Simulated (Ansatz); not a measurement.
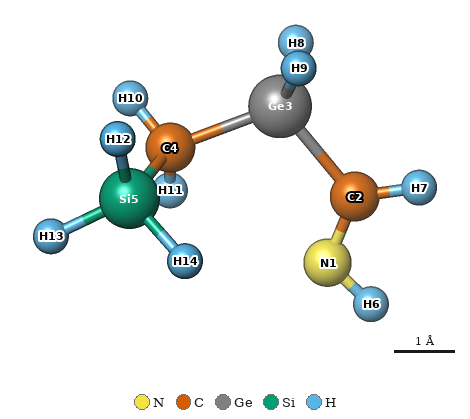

The starting structure (ball-and-stick view, seen at a tilt; atoms are numbered from 1 in the order of the input). Sticks mark near contacts.

## Nudged elastic band of C2H9GeNSi (part 1 of 2)

The run: nudged elastic band of C2H9GeNSi. Method and program: RHF/def2-SVP (Ansatz 0.2.0).

It belongs to a series of runs on one base structure; here: band between the two ends. Figures and captions count atoms from 1; the log counts them from 0 in places.

**Input**
```yaml
crystal:
  periodic: [false, false, false]
  atoms:
    - { symbol: "N", position_ang: [-1.609419, -0.210254, 1.681867] }
    - { symbol: C, position_ang: [-0.509007, -0.779125, 1.888228] }
    - { symbol: Ge, position_ang: [0.680486, -1.15335, 0.355837] }
    - { symbol: C, position_ang: [-0.033444, -0.231504, -1.219204] }
    - { symbol: Si, position_ang: [0.352738, 1.608062, -1.379032] }
    - { symbol: H, position_ang: [-2.136336, -0.0738, 2.533713] }
    - { symbol: H, position_ang: [-0.197323, -1.077329, 2.897851] }
    - { symbol: H, position_ang: [0.728942, -2.67569, 0.138131] }
    - { symbol: H, position_ang: [2.103009, -0.68522, 0.714844] }
    - { symbol: H, position_ang: [0.321486, -0.74309, -2.118148] }
    - { symbol: H, position_ang: [-1.118426, -0.357565, -1.177709] }
    - { symbol: H, position_ang: [1.801732, 1.803228, -1.642925] }
    - { symbol: H, position_ang: [-0.406477, 2.20403, -2.506706] }
    - { symbol: H, position_ang: [0.008939, 2.342407, -0.137947] }
basis:
  gaussian: { orbitals: def2-SVP }
hamiltonian:
  xc: hf
neb:
  order_check: false
  images: 9
  f_tol: 0.03
  max_iterations: 60
  final_atoms:
    - { symbol: "N", position_ang: [-0.9861071, -0.64886569, 2.62425641] }
    - { symbol: C, position_ang: [-0.26533792, 0.02162344, 1.77887728] }
    - { symbol: Ge, position_ang: [0.55049458, -1.02296313, 0.32258621] }
    - { symbol: C, position_ang: [0.09187729, -0.19806129, -1.40230758] }
    - { symbol: Si, position_ang: [0.27211192, 1.67988355, -1.54143913] }
    - { symbol: H, position_ang: [-1.42884864, -0.178382, 3.39543824] }
    - { symbol: H, position_ang: [-1.16216358, -1.64287915, 2.59847603] }
    - { symbol: H, position_ang: [0.09635511, -2.50892679, 0.32989334] }
    - { symbol: H, position_ang: [2.07202508, -0.98436268, 0.53407843] }
    - { symbol: H, position_ang: [0.72134991, -0.66456464, -2.16631158] }
    - { symbol: H, position_ang: [-0.94068489, -0.46425164, -1.64862851] }
    - { symbol: H, position_ang: [1.58965528, 2.12682713, -1.02756813] }
    - { symbol: H, position_ang: [0.17853456, 2.07940594, -2.96992843] }
    - { symbol: H, position_ang: [-0.80236161, 2.37631694, -0.79862258] }
  initial_path:
    images:
      - { positions_ang: [[-1.609419, -0.210254, 1.681867], [-0.509007, -0.779125, 1.888228], [0.680486, -1.15335, 0.355837], [-0.033444, -0.231504, -1.219204], [0.352738, 1.608062, -1.379032], [-2.136336, -0.0738, 2.533713], [-0.197323, -1.077329, 2.897851], [0.728942, -2.67569, 0.138131], [2.103009, -0.68522, 0.714844], [0.321486, -0.74309, -2.118148], [-1.118426, -0.357565, -1.177709], [1.801732, 1.803228, -1.642925], [-0.406477, 2.20403, -2.506706], [0.008939, 2.342407, -0.137947]] }
      - { positions_ang: [[-1.57048482, -0.24546956, 1.75365032], [-0.44714797, -0.66829595, 1.88991632], [0.67600171, -1.12588109, 0.3603784], [-0.01822043, -0.23909264, -1.22903165], [0.34500034, 1.59517187, -1.37379173], [-2.0995541, -0.03986794, 2.59245764], [-0.28735296, -1.15392005, 2.72286191], [0.68341188, -2.64674973, 0.19068725], [2.12563105, -0.68734351, 0.67346029], [0.34767448, -0.75005019, -2.11504695], [-1.12172109, -0.37651981, -1.19646445], [1.79822431, 1.80084514, -1.56807033], [-0.38045585, 2.18760143, -2.52649356], [-0.06410654, 2.32037202, -0.14571348]] }
      - { positions_ang: [[-1.53155064, -0.28068511, 1.82543365], [-0.38528893, -0.5574669, 1.89160464], [0.67151742, -1.09841217, 0.36491981], [-0.00299687, -0.24668129, -1.23885929], [0.33726268, 1.58228173, -1.36855145], [-2.0627722, -0.00593588, 2.65120229], [-0.37738293, -1.23051109, 2.54787282], [0.63788176, -2.61780945, 0.2432435], [2.1482531, -0.68946703, 0.63207657], [0.37386296, -0.75701037, -2.11194589], [-1.12501619, -0.39547463, -1.2152199], [1.79471662, 1.79846229, -1.49321566], [-0.35443471, 2.17117287, -2.54628111], [-0.13715209, 2.29833704, -0.15347996]] }
      - { positions_ang: [[-1.49261646, -0.31590067, 1.89721697], [-0.3234299, -0.44663786, 1.89329295], [0.66703314, -1.07094326, 0.36946121], [0.0122267, -0.25426993, -1.24868694], [0.32952502, 1.5693916, -1.36331118], [-2.0259903, 0.02799619, 2.70994693], [-0.46741289, -1.30710214, 2.37288372], [0.59235165, -2.58886918, 0.29579975], [2.17087515, -0.69159054, 0.59069286], [0.40005144, -0.76397056, -2.10884484], [-1.12831128, -0.41442944, -1.23397535], [1.79120893, 1.79607943, -1.41836098], [-0.32841356, 2.1547443, -2.56606867], [-0.21019763, 2.27630207, -0.16124644]] }
      - { positions_ang: [[-1.45368228, -0.35111623, 1.96900029], [-0.26157086, -0.33580881, 1.89498127], [0.66254885, -1.04347434, 0.37400261], [0.02745027, -0.26185857, -1.25851459], [0.32178736, 1.55650146, -1.3580709], [-1.9892084, 0.06192825, 2.76869158], [-0.55744285, -1.38369319, 2.19789463], [0.54682153, -2.55992891, 0.348356], [2.1934972, -0.69371406, 0.54930914], [0.42623992, -0.77093075, -2.10574378], [-1.13160638, -0.43338425, -1.2527308], [1.78770124, 1.79369657, -1.34350631], [-0.30239242, 2.13831573, -2.58585622], [-0.28324318, 2.25426709, -0.16901292]] }
      - { positions_ang: [[-1.41474809, -0.38633178, 2.04078361], [-0.19971183, -0.22497976, 1.89666959], [0.65806456, -1.01600543, 0.37854401], [0.04267384, -0.26944722, -1.26834223], [0.31404971, 1.54361133, -1.35283063], [-1.9524265, 0.09586031, 2.82743622], [-0.64747282, -1.46028424, 2.02290554], [0.50129141, -2.53098863, 0.40091225], [2.21611925, -0.69583757, 0.50792543], [0.4524284, -0.77789094, -2.10264273], [-1.13490147, -0.45233907, -1.27148626], [1.78419355, 1.79131372, -1.26865164], [-0.27637127, 2.12188716, -2.60564378], [-0.35628872, 2.23223211, -0.1767794]] }
      - { positions_ang: [[-1.32901989, -0.43883856, 2.15747817], [-0.21283704, -0.17565912, 1.87311113], [0.63655056, -1.01739697, 0.36735245], [0.05251453, -0.25517003, -1.2951353], [0.30566215, 1.57086577, -1.39055233], [-1.84771093, 0.04101185, 2.94103662], [-0.75041097, -1.49680322, 2.13801964], [0.42030415, -2.52657626, 0.38670847], [2.18730041, -0.75354259, 0.51315603], [0.5062127, -0.75522568, -2.1153765], [-1.09605816, -0.45472158, -1.34691471], [1.7452859, 1.8584164, -1.22043494], [-0.1853901, 2.11339092, -2.67850071], [-0.4455033, 2.26104908, -0.30114803]] }
      - { positions_ang: [[-1.24329169, -0.49134534, 2.27417273], [-0.22596226, -0.12633848, 1.84955267], [0.61503657, -1.01878851, 0.35616089], [0.06235522, -0.24089285, -1.32192837], [0.29727459, 1.59812022, -1.42827403], [-1.74299536, -0.01383661, 3.05463703], [-0.85334912, -1.5333222, 2.25313374], [0.33931689, -2.5221639, 0.37250468], [2.15848158, -0.81124761, 0.51838663], [0.559997, -0.73256042, -2.12811027], [-1.05721484, -0.4571041, -1.42234316], [1.70637824, 1.92551908, -1.17221823], [-0.09440894, 2.10489467, -2.75135764], [-0.53471788, 2.28986604, -0.42551667]] }
      - { positions_ang: [[-1.15756349, -0.54385213, 2.39086729], [-0.23908748, -0.07701784, 1.82599421], [0.59352257, -1.02018005, 0.34496933], [0.07219591, -0.22661566, -1.34872144], [0.28888703, 1.62537466, -1.46599573], [-1.63827979, -0.06868507, 3.16823743], [-0.95628728, -1.56984119, 2.36824784], [0.25832963, -2.51775153, 0.3583009], [2.12966275, -0.86895263, 0.52361723], [0.61378131, -0.70989516, -2.14084404], [-1.01837152, -0.45948661, -1.49777161], [1.66747059, 1.99262176, -1.12400153], [-0.00342777, 2.09639843, -2.82421457], [-0.62393245, 2.31868301, -0.54988531]] }
      - { positions_ang: [[-1.07183529, -0.59635891, 2.50756185], [-0.2522127, -0.0276972, 1.80243574], [0.57200857, -1.02157159, 0.33377777], [0.0820366, -0.21233847, -1.37551451], [0.28049948, 1.6526291, -1.50371743], [-1.53356422, -0.12353353, 3.28183783], [-1.05922543, -1.60636017, 2.48336193], [0.17734237, -2.51333916, 0.34409712], [2.10084392, -0.92665766, 0.52884783], [0.66756561, -0.6872299, -2.15357781], [-0.9795282, -0.46186912, -1.57320006], [1.62856293, 2.05972445, -1.07578483], [0.0875534, 2.08790219, -2.8970715], [-0.71314703, 2.34749997, -0.67425394]] }
      - { positions_ang: [[-0.9861071, -0.64886569, 2.62425641], [-0.26533792, 0.02162344, 1.77887728], [0.55049458, -1.02296313, 0.32258621], [0.09187729, -0.19806129, -1.40230758], [0.27211192, 1.67988355, -1.54143913], [-1.42884864, -0.178382, 3.39543824], [-1.16216358, -1.64287915, 2.59847603], [0.09635511, -2.50892679, 0.32989334], [2.07202508, -0.98436268, 0.53407843], [0.72134991, -0.66456464, -2.16631158], [-0.94068489, -0.46425164, -1.64862851], [1.58965528, 2.12682713, -1.02756813], [0.17853456, 2.07940594, -2.96992843], [-0.80236161, 2.37631694, -0.79862258]] }
```

Run on 2 threads of AMD EPYC (Zen 5), 16 GiB of memory available, shared host.

Launch command:
```bash
ansatz run input.yaml --threads 2 --pin off --max-ram 3072MiB --backend cpu --events-out ev --progress --plain --runs-dir out
```

**Output**
```
Engine: ansatz 0.2.0, x86_64-unknown-linux-gnu
Functional definition: HF
  exchange = exact_x
  correlation = 0
1497 factors; integrals over basis functions are off by at most 6.0e-4 eV
mean field evaluation 1: about -68004.3142 eV, gradient 3.4e1 eV
mean field evaluation 2: about -68004.4141 eV, gradient 3.4e1 eV
mean field evaluation 4: about -68007.7140 eV, gradient 4.2e0 eV
mean field evaluation 8: about -68007.7852 eV, gradient 1.5e-1 eV
mean field -68007.78532157 eV, -2499.2400132350 hartree, gradient 1.2e-5 eV, S^2 0.000000; 0 other end points of the search recorded, 0 dependent functions left out
the calculation of the forces begins
reference -68007.78532157 eV, -2499.2400132350 hartree; 37, 37 occupied and 100, 100 virtual orbitals, 1497 factors
1497 factors; integrals over basis functions are off by at most 1.4e-3 eV
mean field evaluation 16: about -68006.3518 eV, gradient 3.8e0 eV
mean field -68006.40824532 eV, -2499.1894066164 hartree, gradient 2.5e-5 eV, S^2 0.000000; 0 other end points of the search recorded, 0 dependent functions left out
[... from here on the field's lines of each further geometry are left out, up to the last ...]
NEB iter   1: max|band force component| = 1.226e1 eV/Å  barrier→ = 6.3841 eV  barrier← = 5.0070 eV  Δτ_max = 0.2000 Å  (503 SCF iters)
NEB iter   2: max|band force component| = 3.791e0 eV/Å  barrier→ = 5.1236 eV  barrier← = 3.7465 eV  Δτ_max = 0.2000 Å  (372 SCF iters)
NEB iter   3: max|band force component| = 5.209e0 eV/Å  barrier→ = 4.4353 eV  barrier← = 3.0582 eV  Δτ_max = 0.1022 Å  (349 SCF iters)
NEB iter   4: max|band force component| = 2.116e0 eV/Å  barrier→ = 4.1087 eV  barrier← = 2.7316 eV  Δτ_max = 0.1653 Å  (342 SCF iters)
NEB iter   5: max|band force component| = 1.814e0 eV/Å  barrier→ = 3.6807 eV  barrier← = 2.3036 eV  Δτ_max = 0.0700 Å  (339 SCF iters)
NEB iter   6: max|band force component| = 8.134e-1 eV/Å  barrier→ = 3.6252 eV  barrier← = 2.2481 eV  Δτ_max = 0.0576 Å  (347 SCF iters)
NEB iter   7: max|band force component| = 2.238e0 eV/Å  barrier→ = 3.6123 eV  barrier← = 2.2353 eV  CI = image 5  Δτ_max = 0.1977 Å  (349 SCF iters)
NEB iter   8: max|band force component| = 1.714e0 eV/Å  barrier→ = 4.1120 eV  barrier← = 2.7350 eV  CI = image 5  Δτ_max = 0.1960 Å  (337 SCF iters)
NEB iter   9: max|band force component| = 9.570e-1 eV/Å  barrier→ = 4.3672 eV  barrier← = 2.9901 eV  CI = image 5  Δτ_max = 0.1497 Å  (340 SCF iters)
NEB iter  10: max|band force component| = 5.012e-1 eV/Å  barrier→ = 4.3098 eV  barrier← = 2.9327 eV  CI = image 5  Δτ_max = 0.0740 Å  (331 SCF iters)
NEB iter  11: max|band force component| = 1.474e-1 eV/Å  barrier→ = 4.3060 eV  barrier← = 2.9290 eV  CI = image 5  Δτ_max = 0.0249 Å  (341 SCF iters)
NEB iter  12: max|band force component| = 5.109e-2 eV/Å  barrier→ = 4.3056 eV  barrier← = 2.9286 eV  CI = image 5  Δτ_max = 0.0291 Å  (310 SCF iters)
NEB iter  13: max|band force component| = 5.588e-2 eV/Å  barrier→ = 4.3047 eV  barrier← = 2.9276 eV  CI = image 5  Δτ_max = 0.0146 Å  (319 SCF iters)
NEB iter  14: max|band force component| = 5.615e-2 eV/Å  barrier→ = 4.3041 eV  barrier← = 2.9270 eV  CI = image 5  Δτ_max = 0.0073 Å  (276 SCF iters)
NEB iter  15: max|band force component| = 3.992e-2 eV/Å  barrier→ = 4.3038 eV  barrier← = 2.9267 eV  CI = image 5  Δτ_max = 0.0073 Å  (278 SCF iters)
NEB iter  16: max|band force component| = 3.696e-2 eV/Å  barrier→ = 4.3034 eV  barrier← = 2.9263 eV  CI = image 5  Δτ_max = 0.0146 Å  (273 SCF iters)
NEB iter  17: max|band force component| = 6.101e-2 eV/Å  barrier→ = 4.3028 eV  barrier← = 2.9257 eV  CI = image 5  Δτ_max = 0.0146 Å  (294 SCF iters)
NEB iter  18: max|band force component| = 7.602e-2 eV/Å  barrier→ = 4.3022 eV  barrier← = 2.9251 eV  CI = image 5  Δτ_max = 0.0291 Å  (293 SCF iters)
NEB iter  19: max|band force component| = 9.839e-2 eV/Å  barrier→ = 4.3010 eV  barrier← = 2.9240 eV  CI = image 5  Δτ_max = 0.0582 Å  (331 SCF iters)
NEB iter  20: max|band force component| = 1.361e-1 eV/Å  barrier→ = 4.2991 eV  barrier← = 2.9220 eV  CI = image 5  Δτ_max = 0.0582 Å  (330 SCF iters)
NEB iter  21: max|band force component| = 1.396e-1 eV/Å  barrier→ = 4.2977 eV  barrier← = 2.9206 eV  CI = image 5  Δτ_max = 0.0805 Å  (329 SCF iters)
NEB iter  22: max|band force component| = 1.440e-1 eV/Å  barrier→ = 4.2967 eV  barrier← = 2.9197 eV  CI = image 5  Δτ_max = 0.0329 Å  (330 SCF iters)
NEB iter  23: max|band force component| = 6.269e-2 eV/Å  barrier→ = 4.2961 eV  barrier← = 2.9190 eV  CI = image 5  Δτ_max = 0.0310 Å  (316 SCF iters)
NEB iter  24: max|band force component| = 4.523e-2 eV/Å  barrier→ = 4.2957 eV  barrier← = 2.9186 eV  CI = image 5  Δτ_max = 0.0232 Å  (325 SCF iters)
NEB iter  25: max|band force component| = 2.554e-2 eV/Å  barrier→ = 4.2955 eV  barrier← = 2.9184 eV  CI = image 5  Δτ_max = 0.0149 Å  (306 SCF iters)
NEB iter  26: max|band force component| = 2.115e-1 eV/Å  barrier→ = 4.2953 eV  barrier← = 2.9183 eV  CI = image 5  Δτ_max = 0.0293 Å  (42 SCF iters)
the calculation of the forces begins
reference -68006.40444522 eV, -2499.1892669651 hartree; 37, 37 occupied and 100, 100 virtual orbitals, 1497 factors
1497 factors; integrals over basis functions are off by at most 1.1e-3 eV
mean field -68003.49007013 eV, -2499.0821656562 hartree, gradient 2.2e-5 eV, S^2 0.000000; 1 other end points of the search recorded, 0 dependent functions left out
the calculation of the forces begins
reference -68003.49007013 eV, -2499.0821656562 hartree; 37, 37 occupied and 100, 100 virtual orbitals, 1497 factors
NEB iter  27: max|band force component| = 2.603e-2 eV/Å  barrier→ = 4.2953 eV  barrier← = 2.9182 eV  CI = image 5  Δτ_max = 0.0000 Å  (663 SCF iters)
```
